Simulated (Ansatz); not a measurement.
# CH₄GeO₂Zn: basis-set convergence

How large a basis does CH₄GeO₂Zn need? Two functionals are run in growing sets.

The runs use Ansatz 0.2.0, Gaussian basis; one geometry, several basis sets.

The runs, in order: PBE0-D4/def2-SVP; ωB97M-V/def2-SVP; PBE0-D4/def2-QZVPP; ωB97M-V/def2-QZVPP; the functionals' def2-TZVPP values are taken from earlier runs.

### 1 The geometry

All runs share one geometry, relaxed beforehand with PBE0-D4 in a triple-zeta def2 set.

9 atoms, charge 0, spin multiplicity 1.

Atoms are counted from 1 here; the program's logs count them from 0.

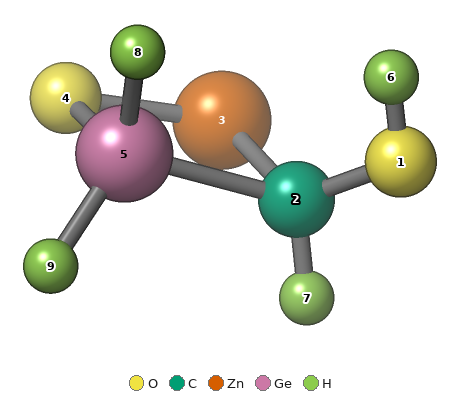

The geometry (oxygen yellow, carbon teal, zinc orange, germanium pink, hydrogen green); atoms are numbered from 1 in the order of the file.

Geometry (Å):

```xyz
9
CH4GeO2Zn
O    -0.11253    1.82301   -0.77735
C     0.55426    0.71442   -0.31066
Zn    1.05666   -0.99453   -1.40956
O     0.18699   -2.13463   -0.16688
Ge   -0.37970   -0.73826    0.75697
H    -0.97414    1.56279   -1.11486
H     1.47666    1.06257    0.15892
H    -1.90435   -0.50123    0.64179
H     0.09614   -0.79414    2.22160
```

### 2 PBE0-D4 in def2-SVP

The input, in.yaml:

```yaml
crystal:
  periodic: [false, false, false]
  atoms:
    - {symbol: O, position_ang: [-0.112528, 1.823011, -0.777346]}
    - {symbol: C, position_ang: [0.554258, 0.714423, -0.310660]}
    - {symbol: Zn, position_ang: [1.056656, -0.994528, -1.409559]}
    - {symbol: O, position_ang: [0.186995, -2.134633, -0.166876]}
    - {symbol: Ge, position_ang: [-0.379697, -0.738259, 0.756973]}
    - {symbol: H, position_ang: [-0.974141, 1.562794, -1.114862]}
    - {symbol: H, position_ang: [1.476665, 1.062570, 0.158924]}
    - {symbol: H, position_ang: [-1.904353, -0.501232, 0.641791]}
    - {symbol: H, position_ang: [0.096145, -0.794136, 2.221595]}
basis:
  gaussian: {orbitals: def2-SVP}
hamiltonian: {xc: pbe0, dispersion: d4}
output: {orbitals: {seedname: orbitals}}
```

Started as:

```bash
> ansatz run in.yaml --threads 2 --pin off --events-out ev --progress --plain --max-ram 32768MiB --backend cpu
```

Standard output:

```text
Functional definition: PBE0
  name "PBE0"
  cite "Adamo & Barone, J. Chem. Phys. 110, 6158 (1999) doi:10.1063/1.478522"
  cite "Perdew, Burke & Ernzerhof, Phys. Rev. Lett. 77, 3865 (1996) doi:10.1103/PhysRevLett.77.3865"
  parent pbe
  parameter a = 0.25
  parameter kappa = 0.804
  parameter beta = 0.06672455060314922
  exchange = (1 - a)*pbe_x(kappa = kappa, mu = beta*pi^2/3) + a*exact_x
  correlation = pbe_c(beta = beta)
1223 factors; integrals over basis functions are off by at most 1.4e-3 eV
mean field evaluation 1: about -110083.2769 eV, gradient 7.7e1 eV
mean field evaluation 2: about -110013.2361 eV, gradient 1.8e2 eV
mean field evaluation 4: about -110093.7485 eV, gradient 2.5e1 eV
mean field evaluation 8: about -110095.4186 eV, gradient 1.4e0 eV
mean field evaluation 16: about -110095.4220 eV, gradient 2.8e-4 eV
mean field -110095.42203195 eV, -4045.9321343167 hartree, gradient 2.8e-5 eV, S^2 0.000000; 0 other end points of the search recorded, 0 dependent functions left out
reference -110095.42206673 eV, -4045.9321355951 hartree; 44, 44 occupied and 81, 81 virtual orbitals, 1223 factors
Total energy: -110095.60684542 eV, -4045.9389260865 hartree
```

It took 3.1 s on 2 threads of AMD EPYC 7R13, shared host.

### 3 ωB97M-V in def2-SVP

Edit in.yaml of step 2 so:

```diff
@@ -14,3 +14,3 @@
   gaussian: {orbitals: def2-SVP}
-hamiltonian: {xc: pbe0, dispersion: d4}
+hamiltonian: {xc: {name: wB97M-V}}
 output: {orbitals: {seedname: orbitals}}
```

The command is unchanged.

Standard output, shortened:

```text
Functional definition: wB97M-V
  name "wB97M-V"
  cite "Mardirossian & Head-Gordon, J. Chem. Phys. 144, 214110 (2016) doi:10.1063/1.4952647"
  cite "Becke, J. Chem. Phys. 107, 8554 (1997) doi:10.1063/1.475007"
  cite "Vydrov & Van Voorhis, J. Chem. Phys. 133, 244103 (2010) doi:10.1063/1.3521275"
  # Of w^i u^j: cxij and so on, Table III.
[...]
  gx(w, u) = 1 - cx + cx01*u + cx10*w
  gss(w, u) = css00 + css04*u^4 + css10*w + css20*w^2 + css43*w^4*u^3
  gos(w, u) = cos00 + cos10*w + (cos20 + cos21*u)*w^2 + (cos60 + cos61*u)*w^6
[...]
      + integral(e_c_pw_mod_opposite_spin*gos(b97_w_opposite, b97_u_opposite)) + vv10(b, c)
1223 factors; integrals over basis functions are off by at most 1.4e-3 eV
277 factors; integrals over basis functions are off by at most 1.5e-5 eV
[...]
mean field -110107.25539169 eV, -4046.3670022663 hartree, gradient 7.2e-5 eV, S^2 0.000000; 0 other end points of the search recorded, 0 dependent functions left out
reference -110107.25544646 eV, -4046.3670042793 hartree; 44, 44 occupied and 81, 81 virtual orbitals, 1223 factors
Total energy: -110107.25544646 eV, -4046.3670042793 hartree
```

It took 11 s on 2 threads of AMD EPYC 7R13, shared host.

### 4 PBE0-D4 in def2-QZVPP

Edit in.yaml of step 3 so:

```diff
@@ -13,4 +13,4 @@
 basis:
-  gaussian: {orbitals: def2-SVP}
-hamiltonian: {xc: {name: wB97M-V}}
+  gaussian: {orbitals: "def2-QZVPP.json"}
+hamiltonian: {xc: pbe0, dispersion: d4}
 output: {orbitals: {seedname: orbitals}}
```

Started as:

```bash
> ansatz run in.yaml --threads 2 --pin off --events-out ev --progress --plain --max-ram 32768MiB --backend cuda --devices 0, --max-vram 18GiB
```

Standard output:

```text
Functional definition: PBE0
  name "PBE0"
  cite "Adamo & Barone, J. Chem. Phys. 110, 6158 (1999) doi:10.1063/1.478522"
  cite "Perdew, Burke & Ernzerhof, Phys. Rev. Lett. 77, 3865 (1996) doi:10.1103/PhysRevLett.77.3865"
  parent pbe
  parameter a = 0.25
  parameter kappa = 0.804
  parameter beta = 0.06672455060314922
  exchange = (1 - a)*pbe_x(kappa = kappa, mu = beta*pi^2/3) + a*exact_x
  correlation = pbe_c(beta = beta)
1997 factors; their error is unknown
mean field evaluation 1: about -110102.8423 eV, gradient 9.2e1 eV
mean field evaluation 2: about -109990.5760 eV, gradient 2.3e2 eV
mean field evaluation 4: about -110116.1050 eV, gradient 3.3e1 eV
mean field evaluation 8: about -110118.2841 eV, gradient 3.1e-1 eV
mean field evaluation 16: about -110118.5196 eV, gradient 1.7e-3 eV
mean field -110118.51955189 eV, -4046.7809525186 hartree, gradient 2.7e-5 eV, S^2 0.000000; 0 other end points of the search recorded, 0 dependent functions left out
reference -110118.51959394 eV, -4046.7809540640 hartree; 44, 44 occupied and 436, 436 virtual orbitals, 1997 factors
Total energy: -110118.70437263 eV, -4046.7877445554 hartree
```

Run time: 11 s. Hardware: 1 × H100 (card shared with other runs) with 2 threads of AMD EPYC 7R13, shared host; peak host memory 1.1 GiB.

### 5 ωB97M-V in def2-QZVPP

Edit in.yaml of step 4 so:

```diff
@@ -14,3 +14,3 @@
   gaussian: {orbitals: "def2-QZVPP.json"}
-hamiltonian: {xc: pbe0, dispersion: d4}
+hamiltonian: {xc: {name: wB97M-V}}
 output: {orbitals: {seedname: orbitals}}
```

Same command.

Standard output, shortened:

```text
Functional definition: wB97M-V
  name "wB97M-V"
  cite "Mardirossian & Head-Gordon, J. Chem. Phys. 144, 214110 (2016) doi:10.1063/1.4952647"
  cite "Becke, J. Chem. Phys. 107, 8554 (1997) doi:10.1063/1.475007"
  cite "Vydrov & Van Voorhis, J. Chem. Phys. 133, 244103 (2010) doi:10.1063/1.3521275"
  # Of w^i u^j: cxij and so on, Table III.
[...]
  gx(w, u) = 1 - cx + cx01*u + cx10*w
  gss(w, u) = css00 + css04*u^4 + css10*w + css20*w^2 + css43*w^4*u^3
  gos(w, u) = cos00 + cos10*w + (cos20 + cos21*u)*w^2 + (cos60 + cos61*u)*w^6
[...]
      + integral(e_c_pw_mod_opposite_spin*gos(b97_w_opposite, b97_u_opposite)) + vv10(b, c)
1934 factors; their error is unknown
384 factors; integrals over basis functions are off by at most 2.3e-5 eV
[...]
mean field -110130.39337343 eV, -4047.2173074119 hartree, gradient 2.9e-5 eV, S^2 0.000000; 0 other end points of the search recorded, 0 dependent functions left out
reference -110130.39343990 eV, -4047.2173098544 hartree; 44, 44 occupied and 436, 436 virtual orbitals, 1934 factors
Total energy: -110130.39343990 eV, -4047.2173098544 hartree
```

It took 14 s on 1 × H100 (card shared with other runs) with 2 threads of AMD EPYC 7R13, shared host; peak host memory 1.2 GiB.

### 6 Density functionals: the series

The def2-TZVPP values come from earlier runs at the same geometry.

```csv
functional,basis,functions,energy (eV),from the largest (eV),HOMO (eV),LUMO (eV)
PBE0-D4,def2-SVP,125,-110095.6068,23.098,-6.03,-2.32
PBE0-D4,def2-TZVPP,261,-110115.9852,2.719,-6.23,-2.54
PBE0-D4,def2-QZVPP,480,-110118.7044,0.000,-6.24,-2.56
ωB97M-V,def2-SVP,125,-110107.2554,23.138,-7.96,-0.63
ωB97M-V,def2-TZVPP,261,-110127.7561,2.637,-8.19,-0.89
ωB97M-V,def2-QZVPP,480,-110130.3934,0.000,-8.21,-0.97
```

### 7 Summary of results

| quantity | value |
| --- | --- |
| PBE0-D4: double and triple zeta above quadruple | 23.10, 2.72 eV |
| ωB97M-V: double and triple zeta above quadruple | 23.14, 2.64 eV |

PBE0-D4 gains 20.38 eV from double to triple zeta, then 2.72 eV more. Total energies overstate the basis error of differences, where much of it tends to cancel.
